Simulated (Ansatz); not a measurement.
# SiO2 (silicon dioxide molecule) at B3LYP/cc-pVTZ

What is the energy change on altering one bond length of SiO2 (silicon dioxide molecule) at B3LYP/cc-pVTZ? 

The calculation is run with Ansatz 0.2.0.

49 further runs of the same task are left out: 10 that didn't finish, 39 set aside as unsound or not needed.

## Step 1: The molecule

The species is SiO2 (3 atoms), meant as a singlet with charge 0. As SMILES, `O=[Si]=O`. Geometry: relaxed at PBE0-D4/def2-TZVP.

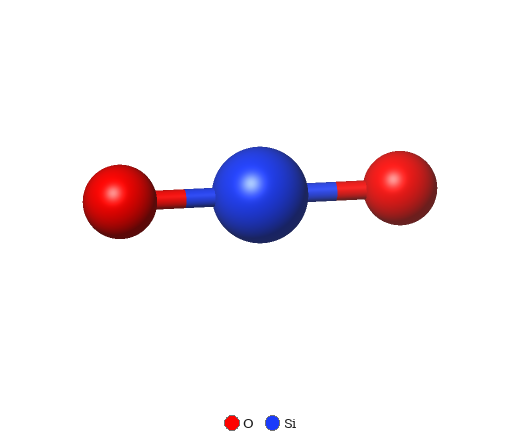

The structure, seen from a chosen angle (oxygen red, silicon blue).

## Step 2: The energy at B3LYP/cc-pVTZ

The input, in.yaml:

```yaml
crystal:
  periodic: [false, false, false]
  atoms:
    - {symbol: O, position_ang: [0.697730, 1.229600, 0.518760]}
    - {symbol: Si, position_ang: [-0.000010, 0.000000, -0.000000]}
    - {symbol: O, position_ang: [-0.697730, -1.229610, -0.518760]}
basis:
  gaussian:
    orbitals: cc-pVTZ
output:
  orbitals: {seedname: orbitals}
hamiltonian:
  xc: {name: B3LYP}
accuracy: high
```

Started as:

```sh
$ ansatz run in.yaml --threads 1 --pin off --max-ram 3480MiB --events-out events.jsonl --progress --plain --runs-dir runs
```

The program printed:

```text
Warning: RAYON_NUM_THREADS=1 ignored (pool sized by the plan → 1); use --threads N
Functional definition: B3LYP
  name "B3LYP"
  parameter a0 = 0.2
  parameter ax = 0.72
  parameter ac = 0.81
  exchange = (1 - a0 - ax)*slater_x + ax*b88_x + a0*exact_x
  correlation = (1 - ac)*vwn_rpa_c + ac*lyp_c
1409 factors; integrals over basis functions are off by at most 3.2e-9 eV
mean field evaluation 1: about -11960.3830 eV, gradient 8.9e1 eV
mean field evaluation 2: about -11900.6441 eV, gradient 1.9e2 eV
mean field evaluation 4: about -11973.9024 eV, gradient 3.5e0 eV
mean field evaluation 8: about -11973.9252 eV, gradient 1.1e-1 eV
mean field evaluation 16: about -11973.9252 eV, gradient 1.0e-6 eV
mean field -11973.92522948 eV, -440.0336359653 hartree, gradient 5.3e-9 eV, S^2 0.000000; 0 other end points of the search recorded, 0 dependent functions left out
reference -11973.92525849 eV, -440.0336370314 hartree; 15, 15 occupied and 79, 79 virtual orbitals, 1409 factors
Total energy: -11973.92525849 eV, -440.0336370314 hartree
```

It took 3.9 s on 1 thread of Arm Neoverse V1, shared host; peak memory 0.2 GiB.

## Step 3: The distorted shape, same level

The input, in.yaml:

```yaml
crystal:
  periodic: [false, false, false]
  atoms:
    - {symbol: O, position_ang: [0.907039, 1.598457, 0.674378]}
    - {symbol: Si, position_ang: [-0.000010, 0.000000, -0.000000]}
    - {symbol: O, position_ang: [-0.697730, -1.229610, -0.518760]}
basis:
  gaussian: {orbitals: cc-pVTZ}
hamiltonian: {xc: {name: B3LYP}}
accuracy: high
output: {orbitals: {seedname: orbitals}}
```

Started as:

```sh
$ ansatz run in.yaml --threads 1 --pin off --max-ram 3480MiB --events-out events.jsonl --progress --plain --runs-dir runs
```

The program printed:

```text
Warning: RAYON_NUM_THREADS=1 ignored (pool sized by the plan → 1); use --threads N
[... 7 set-up lines as earlier in the session ...]
1391 factors; integrals over basis functions are off by at most 3.5e-9 eV
mean field evaluation 1: about -11956.1425 eV, gradient 9.0e1 eV
mean field evaluation 2: about -11830.9772 eV, gradient 2.2e2 eV
mean field evaluation 4: about -11970.7122 eV, gradient 1.7e1 eV
mean field evaluation 8: about -11971.4183 eV, gradient 3.9e-1 eV
mean field evaluation 16: about -11971.4192 eV, gradient 8.1e-5 eV
mean field -11971.41922261 eV, -439.9415419114 hartree, gradient 4.3e-8 eV, S^2 0.000000; 0 other end points of the search recorded, 0 dependent functions left out
reference -11971.41925156 eV, -439.9415429754 hartree; 15, 15 occupied and 79, 79 virtual orbitals, 1391 factors
Total energy: -11971.41925156 eV, -439.9415429754 hartree
```

Wall time 3.6 s (1 thread of Arm Neoverse V1, shared host); peak memory 0.19 GiB.

## Step 4: Summary of results

Level: B3LYP/cc-pVTZ.

```
                                                          quantity          value
                                         first shape: total energy  -440.03364 Eh
                                          first shape: HOMO energy       -9.56 eV
                                          first shape: LUMO energy       -3.59 eV
                                        first shape: HOMO–LUMO gap        5.97 eV
                                     distorted shape: total energy  -439.94154 Eh
                                      distorted shape: HOMO energy       -8.52 eV
                                      distorted shape: LUMO energy       -4.71 eV
                                    distorted shape: HOMO–LUMO gap        3.81 eV
energy change with the O1–Si2 bond stretched from 1.506 to 1.958 Å       2.506 eV
```

With the O1–Si2 bond stretched from 1.506 to 1.958 Å the energy rises by 2.51 eV (242 kJ/mol). The first shape isn't relaxed at this level, so the change isn't measured from a minimum.
